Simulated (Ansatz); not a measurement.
# C2H6S2 (SMILES SCCS): levels of theory compared

We compute a comparison of 5 runs (HF/STO-3G, HF/3-21G, B3LYP/6-31G*, PBE0/def2-TZVP, PBE0/cc-pVTZ) of C2H6S2. 

The results are computed with Ansatz 0.2.0.

2 further runs of the same task are left out: 2 set aside as unsound or not needed.

## 1. Starting point

The species is C2H6S2 (10 atoms), meant as a singlet with charge 0. As SMILES, `SCCS`. The coordinates come from a PBE0-D4/def2-TZVP relaxation. This is one conformer, not always the lowest.

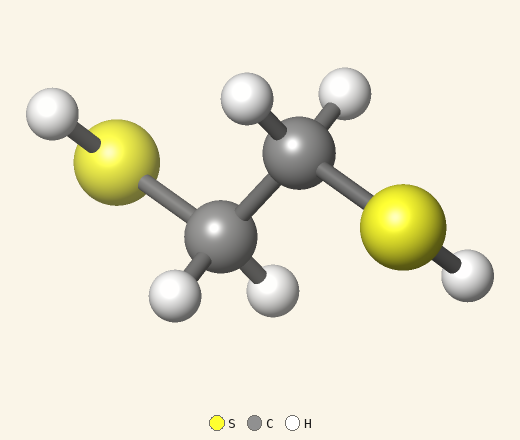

Viewed from a chosen angle; sulfur yellow, carbon grey, hydrogen white.

## 2. Energy and forces at HF/STO-3G (run 1)

in.yaml

```yaml
crystal:
  periodic: [false, false, false]
  atoms:
    - {symbol: S, position_ang: [1.845640, -1.009210, 0.713940]}
    - {symbol: C, position_ang: [0.362480, -0.615570, -0.250950]}
    - {symbol: C, position_ang: [-0.362480, 0.615570, 0.250950]}
    - {symbol: S, position_ang: [-1.845640, 1.009210, -0.713940]}
    - {symbol: H, position_ang: [2.563000, 0.065170, 0.347500]}
    - {symbol: H, position_ang: [-0.272900, -1.498880, -0.152200]}
    - {symbol: H, position_ang: [0.615020, -0.517720, -1.307180]}
    - {symbol: H, position_ang: [-0.615020, 0.517720, 1.307180]}
    - {symbol: H, position_ang: [0.272900, 1.498880, 0.152200]}
    - {symbol: H, position_ang: [-2.563000, -0.065170, -0.347500]}
basis:
  gaussian:
    orbitals: STO-3G
hamiltonian:
  xc: hf
accuracy: high
output: {forces: true, orbitals: {seedname: orbitals}}
```

The run is started by

```console
$ ansatz run in.yaml --threads 1 --pin off --max-ram 2610MiB --events-out events.jsonl --progress --plain --runs-dir runs
```

The program printed:

```text
Warning: RAYON_NUM_THREADS=1 ignored (pool sized by the plan → 1); use --threads N
Functional definition: HF
  name "HF"
  exchange = exact_x
  correlation = 0
685 factors; integrals over basis functions are off by at most 1.1e-8 eV
mean field evaluation 1: about -23526.2175 eV, gradient 2.0e1 eV
mean field evaluation 2: about -23526.4142 eV, gradient 2.0e1 eV
mean field evaluation 4: about -23528.1861 eV, gradient 1.1e0 eV
mean field evaluation 8: about -23528.1911 eV, gradient 1.8e-6 eV
mean field -23528.19113481 eV, -864.6450762234 hartree, gradient 7.7e-8 eV, S^2 0.000000; 0 other end points of the search recorded, 0 dependent functions left out
the calculation of the forces begins
reference -23528.19113481 eV, -864.6450762234 hartree; 25, 25 occupied and 9, 9 virtual orbitals, 685 factors
Total energy: -23528.19113481 eV, -864.6450762234 hartree
Atom 0 at     1.845640    -1.009210     0.713940 Å, force     0.257542     0.274247    -0.165317 eV/Å
Atom 1 at     0.362480    -0.615570    -0.250950 Å, force     1.039458    -1.333596     0.076297 eV/Å
Atom 2 at    -0.362480     0.615570     0.250950 Å, force    -1.039458     1.333596    -0.076297 eV/Å
Atom 3 at    -1.845640     1.009210    -0.713940 Å, force    -0.257542    -0.274247     0.165317 eV/Å
Atom 4 at     2.563000     0.065170     0.347500 Å, force    -0.349583    -0.313932     0.066079 eV/Å
Atom 5 at    -0.272900    -1.498880    -0.152200 Å, force    -0.039471     0.270898    -0.116360 eV/Å
Atom 6 at     0.615020    -0.517720    -1.307180 Å, force    -0.123469     0.091549     0.073633 eV/Å
Atom 7 at    -0.615020     0.517720     1.307180 Å, force     0.123469    -0.091549    -0.073633 eV/Å
Atom 8 at     0.272900     1.498880     0.152200 Å, force     0.039471    -0.270898     0.116360 eV/Å
Atom 9 at    -2.563000    -0.065170    -0.347500 Å, force     0.349583     0.313932    -0.066079 eV/Å
Dipole moment:    -0.000000    -0.000000     0.000000 e Å
```

Wall time 0.99 s (1 thread of Arm Neoverse V1, shared host); peak memory 0.085 GiB.

## 3. Energy and gradient at HF/3-21G (run 2)

input.yaml

```yaml
crystal:
  periodic: [false, false, false]
  atoms:
    - symbol: S
      position_ang: [1.845640, -1.009210, 0.713940]
    - symbol: C
      position_ang: [0.362480, -0.615570, -0.250950]
    - symbol: C
      position_ang: [-0.362480, 0.615570, 0.250950]
    - symbol: S
      position_ang: [-1.845640, 1.009210, -0.713940]
    - symbol: H
      position_ang: [2.563000, 0.065170, 0.347500]
    - symbol: H
      position_ang: [-0.272900, -1.498880, -0.152200]
    - symbol: H
      position_ang: [0.615020, -0.517720, -1.307180]
    - symbol: H
      position_ang: [-0.615020, 0.517720, 1.307180]
    - symbol: H
      position_ang: [0.272900, 1.498880, 0.152200]
    - symbol: H
      position_ang: [-2.563000, -0.065170, -0.347500]
basis:
  gaussian:
    orbitals: 3-21G.json
hamiltonian:
  xc: hf
accuracy: high
output: {forces: true, orbitals: {seedname: orbitals}}
```

The basis set 3-21G is read from a file made from the Basis Set Exchange's data (not shown).

The run is started by

```console
$ ansatz run input.yaml --threads 1 --pin off --max-ram 2610MiB --events-out events.jsonl --progress --plain --runs-dir runs
```

The program printed:

```text
Warning: RAYON_NUM_THREADS=1 ignored (pool sized by the plan → 1); use --threads N
[... 4 set-up lines as earlier in the session ...]
1359 factors; integrals over basis functions are off by at most 9.4e-9 eV
mean field evaluation 1: about -23669.4266 eV, gradient 1.8e1 eV
mean field evaluation 2: about -23669.8747 eV, gradient 1.8e1 eV
mean field evaluation 4: about -23671.0753 eV, gradient 1.3e0 eV
mean field evaluation 8: about -23671.0804 eV, gradient 3.5e-5 eV
mean field evaluation 16: about -23671.0804 eV, gradient 2.8e-8 eV
mean field -23671.08036734 eV, -869.8961586653 hartree, gradient 2.8e-8 eV, S^2 0.000000; 0 other end points of the search recorded, 0 dependent functions left out
the calculation of the forces begins
reference -23671.08036734 eV, -869.8961586653 hartree; 25, 25 occupied and 31, 31 virtual orbitals, 1359 factors
Total energy: -23671.08036734 eV, -869.8961586653 hartree
Atom 0 at     1.845640    -1.009210     0.713940 Å, force     1.124311    -0.375178     0.810834 eV/Å
Atom 1 at     0.362480    -0.615570    -0.250950 Å, force    -1.392952    -0.430143    -1.268789 eV/Å
Atom 2 at    -0.362480     0.615570     0.250950 Å, force     1.392952     0.430143     1.268789 eV/Å
Atom 3 at    -1.845640     1.009210    -0.713940 Å, force    -1.124311     0.375178    -0.810834 eV/Å
Atom 4 at     2.563000     0.065170     0.347500 Å, force     0.260330     0.163463     0.008382 eV/Å
Atom 5 at    -0.272900    -1.498880    -0.152200 Å, force     0.197372     0.349264    -0.044690 eV/Å
Atom 6 at     0.615020    -0.517720    -1.307180 Å, force    -0.081693     0.017780     0.405170 eV/Å
Atom 7 at    -0.615020     0.517720     1.307180 Å, force     0.081693    -0.017780    -0.405170 eV/Å
Atom 8 at     0.272900     1.498880     0.152200 Å, force    -0.197372    -0.349264     0.044690 eV/Å
Atom 9 at    -2.563000    -0.065170    -0.347500 Å, force    -0.260330    -0.163463    -0.008382 eV/Å
Dipole moment:    -0.000000     0.000000    -0.000000 e Å
```

Run time: 1.6 s. Hardware: 1 thread of Arm Neoverse V1, shared host; peak memory 0.13 GiB.

Run 3 isn't shown in full; the table further down has it.

## 4. Energy and gradient at PBE0/def2-TZVP (run 4)

job.yaml

```yaml
crystal:
  periodic: [false, false, false]
  atoms:
    - {symbol: S, position_ang: [1.845640, -1.009210, 0.713940]}
    - {symbol: C, position_ang: [0.362480, -0.615570, -0.250950]}
    - {symbol: C, position_ang: [-0.362480, 0.615570, 0.250950]}
    - {symbol: S, position_ang: [-1.845640, 1.009210, -0.713940]}
    - {symbol: H, position_ang: [2.563000, 0.065170, 0.347500]}
    - {symbol: H, position_ang: [-0.272900, -1.498880, -0.152200]}
    - {symbol: H, position_ang: [0.615020, -0.517720, -1.307180]}
    - {symbol: H, position_ang: [-0.615020, 0.517720, 1.307180]}
    - {symbol: H, position_ang: [0.272900, 1.498880, 0.152200]}
    - {symbol: H, position_ang: [-2.563000, -0.065170, -0.347500]}
basis:
  gaussian:
    orbitals: def2-TZVP
output: {forces: true, orbitals: {seedname: orbitals}}
hamiltonian:
  xc: {name: PBE0}
accuracy: high
```

The run is started by

```console
$ ansatz run job.yaml --threads 1 --pin off --max-ram 2610MiB --events-out events.jsonl --progress --plain --runs-dir runs
```

The program printed:

```text
Warning: RAYON_NUM_THREADS=1 ignored (pool sized by the plan → 1); use --threads N
Functional definition: PBE0
  name "PBE0"
  parameter a = 0.25
  parameter kappa = 0.804
  parameter beta = 0.06672455060314922
  exchange = (1 - a)*pbe_x(kappa = kappa, mu = beta*pi^2/3) + a*exact_x
  correlation = pbe_c(beta = beta)
3174 factors; integrals over basis functions are off by at most 1.3e-8 eV
mean field evaluation 1: about -23828.0417 eV, gradient 4.9e1 eV
mean field evaluation 2: about -23822.4560 eV, gradient 6.6e1 eV
mean field evaluation 4: about -23833.7487 eV, gradient 1.8e0 eV
mean field evaluation 8: about -23833.9484 eV, gradient 2.8e-1 eV
mean field evaluation 16: about -23833.9486 eV, gradient 1.9e-5 eV
mean field -23833.94861129 eV, -875.8814562342 hartree, gradient 2.1e-8 eV, S^2 0.000000; 0 other end points of the search recorded, 0 dependent functions left out
the calculation of the forces begins
reference -23833.94861387 eV, -875.8814563291 hartree; 25, 25 occupied and 147, 147 virtual orbitals, 3174 factors
Total energy: -23833.94861387 eV, -875.8814563291 hartree
Atom 0 at     1.845640    -1.009210     0.713940 Å, force     0.019545    -0.008557     0.005219 eV/Å
Atom 1 at     0.362480    -0.615570    -0.250950 Å, force     0.002518    -0.004422     0.000067 eV/Å
Atom 2 at    -0.362480     0.615570     0.250950 Å, force    -0.002518     0.004422    -0.000067 eV/Å
Atom 3 at    -1.845640     1.009210    -0.713940 Å, force    -0.019545     0.008557    -0.005219 eV/Å
Atom 4 at     2.563000     0.065170     0.347500 Å, force     0.002059    -0.002453     0.001428 eV/Å
Atom 5 at    -0.272900    -1.498880    -0.152200 Å, force     0.001632    -0.000700    -0.000040 eV/Å
Atom 6 at     0.615020    -0.517720    -1.307180 Å, force     0.001269    -0.001222    -0.001946 eV/Å
Atom 7 at    -0.615020     0.517720     1.307180 Å, force    -0.001269     0.001222     0.001946 eV/Å
Atom 8 at     0.272900     1.498880     0.152200 Å, force    -0.001632     0.000700     0.000040 eV/Å
Atom 9 at    -2.563000    -0.065170    -0.347500 Å, force    -0.002059     0.002453    -0.001428 eV/Å
Dipole moment:    -0.000000     0.000000    -0.000000 e Å
```

Wall time 36 s (1 thread of Arm Neoverse V1, shared host); peak memory 0.79 GiB.

## 5. Energy and forces at PBE0/cc-pVTZ (run 5)

job.yaml: that of step 4 with these lines changed.

```diff
@@ -15,6 +15,6 @@
   gaussian:
-    orbitals: def2-TZVP
+    orbitals: cc-pVTZ
+hamiltonian:
+  xc: pbe0
+accuracy: high
 output: {forces: true, orbitals: {seedname: orbitals}}
-hamiltonian:
-  xc: {name: PBE0}
-accuracy: high
```

The run is started by

```console
$ ansatz run job.yaml --threads 1 --pin off --max-ram 2610MiB --events-out events.jsonl --progress --plain --runs-dir runs
```

The program printed:

```text
Warning: RAYON_NUM_THREADS=1 ignored (pool sized by the plan → 1); use --threads N
[... 7 set-up lines as earlier in the session ...]
3809 factors; integrals over basis functions are off by at most 3.8e-9 eV
mean field evaluation 1: about -23828.9492 eV, gradient 4.7e1 eV
mean field evaluation 2: about -23824.3184 eV, gradient 6.1e1 eV
mean field evaluation 4: about -23834.0380 eV, gradient 1.5e0 eV
mean field evaluation 8: about -23834.1972 eV, gradient 1.1e-1 eV
mean field evaluation 16: about -23834.1973 eV, gradient 3.5e-6 eV
mean field -23834.19726812 eV, -875.8905942044 hartree, gradient 1.6e-8 eV, S^2 0.000000; 0 other end points of the search recorded, 0 dependent functions left out
the calculation of the forces begins
reference -23834.19727072 eV, -875.8905942997 hartree; 25, 25 occupied and 187, 187 virtual orbitals, 3809 factors
Total energy: -23834.19727072 eV, -875.8905942997 hartree
Atom 0 at     1.845640    -1.009210     0.713940 Å, force     0.075784    -0.066232     0.072147 eV/Å
Atom 1 at     0.362480    -0.615570    -0.250950 Å, force    -0.101466    -0.010080    -0.077685 eV/Å
Atom 2 at    -0.362480     0.615570     0.250950 Å, force     0.101466     0.010080     0.077685 eV/Å
Atom 3 at    -1.845640     1.009210    -0.713940 Å, force    -0.075784     0.066232    -0.072147 eV/Å
Atom 4 at     2.563000     0.065170     0.347500 Å, force     0.036388     0.039597    -0.010305 eV/Å
Atom 5 at    -0.272900    -1.498880    -0.152200 Å, force     0.015723     0.023848    -0.005577 eV/Å
Atom 6 at     0.615020    -0.517720    -1.307180 Å, force    -0.005392    -0.002459     0.027249 eV/Å
Atom 7 at    -0.615020     0.517720     1.307180 Å, force     0.005392     0.002459    -0.027249 eV/Å
Atom 8 at     0.272900     1.498880     0.152200 Å, force    -0.015723    -0.023848     0.005577 eV/Å
Atom 9 at    -2.563000    -0.065170    -0.347500 Å, force    -0.036388    -0.039597     0.010305 eV/Å
Dipole moment:     0.000000    -0.000000     0.000000 e Å
```

It took 59 s on 1 thread of Arm Neoverse V1, shared host; peak memory 1.3 GiB.

## 6. All runs side by side

```tsv
run	level	energy (Eh)	dipole moment (D)	HOMO energy (eV)	LUMO energy (eV)	wall time
1	HF/STO-3G	-864.645076	0.00	-6.92	11.34	0.99 s
2	HF/3-21G	-869.896159	0.00	-9.94	4.92	1.6 s
3	B3LYP/6-31G* (spherical functions)	-876.189004	0.00	-6.58	0.58	11 s
4	PBE0/def2-TZVP	-875.881456	0.00	-6.93	0.17	36 s
5	PBE0/cc-pVTZ	-875.890594	0.00	-6.94	0.21	59 s
```

## 7. Results

| quantity | value |
| --- | --- |
| run 5: total energy | -875.89059 Eh |
| run 5: dipole moment | 0.00 D |
| run 5: HOMO energy | -6.94 eV |
| run 5: LUMO energy | 0.21 eV |
| run 5: HOMO–LUMO gap | 7.15 eV |
| run 5: largest force on an atom | 0.128 eV/Å |

**Reading.** The HOMO–LUMO gap runs from 7.10 eV (PBE0/def2-TZVP) to 18.26 eV (HF/STO-3G). The two ends differ in method and basis. Totals of different functionals can't be ranked against each other. In run 1 the basis is minimal, so the values are rough. All runs together took 1.8 min, the longest 59 s.
